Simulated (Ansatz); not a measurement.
# Redistribution: CH5NO + SiH3(OH) → CH6OSi + H3NO

Species: CH5NO `CON`, singlet; SiH3(OH) (silanol), singlet; CH6OSi `CO[SiH3]`, singlet; H3NO `NO`, singlet. The partners trade NH2 for SiH3; both sit on O, so the bond types are kept.

Shapes, held fixed at every level: PBE0-D4/def2-TZVP. Flexible molecules stand in one conformer, not always the lowest. Programs: Ansatz 0.2.0. The zero-point and thermal change to 298 K, harmonic and unscaled (PBE0-D4/def2-TZVP), is +2.6 kJ/mol.

```json
{"level": "HF/def2-TZVPP", "kind": "Hartree–Fock", "ΔH(298 K) (kJ/mol)": "+16.7", "less CCSD(T)/CBS estimate": "-1.3"}
{"level": "SPW92/def2-TZVPP", "kind": "LDA", "ΔH(298 K) (kJ/mol)": "+20.7", "less CCSD(T)/CBS estimate": "+2.7"}
{"level": "B3LYP-D4/def2-TZVPP", "kind": "global hybrid", "ΔH(298 K) (kJ/mol)": "+16.4", "less CCSD(T)/CBS estimate": "-1.6"}
{"level": "wB97X-V/def2-TZVPP", "kind": "range-separated hybrid", "ΔH(298 K) (kJ/mol)": "+17.2", "less CCSD(T)/CBS estimate": "-0.8"}
{"level": "B2PLYP/def2-TZVPP", "kind": "double hybrid", "ΔH(298 K) (kJ/mol)": "+18.7", "less CCSD(T)/CBS estimate": "+0.7"}
{"level": "MP2/def2-TZVPP", "kind": "perturbation theory", "ΔH(298 K) (kJ/mol)": "+19.3", "less CCSD(T)/CBS estimate": "+1.3"}
{"level": "CCSD(T)/CBS estimate", "kind": "coupled cluster or CI", "ΔH(298 K) (kJ/mol)": "+18.0", "less CCSD(T)/CBS estimate": "0.0"}
```

The highest level, CCSD(T)/CBS estimate, gives ΔH(298 K) = +18.0 kJ/mol; the levels span +16.4 to +20.7. The column of differences is taken from that level and isn't an error. No measured value is set beside it here. The CBS estimate extrapolates MP2 from def2-TZVPP and def2-QZVPP and adds CCSD(T) − MP2 in the triple-zeta set, cores frozen.

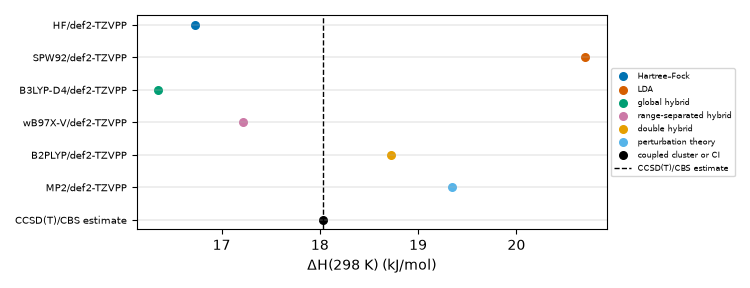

The values of the table, level by level.
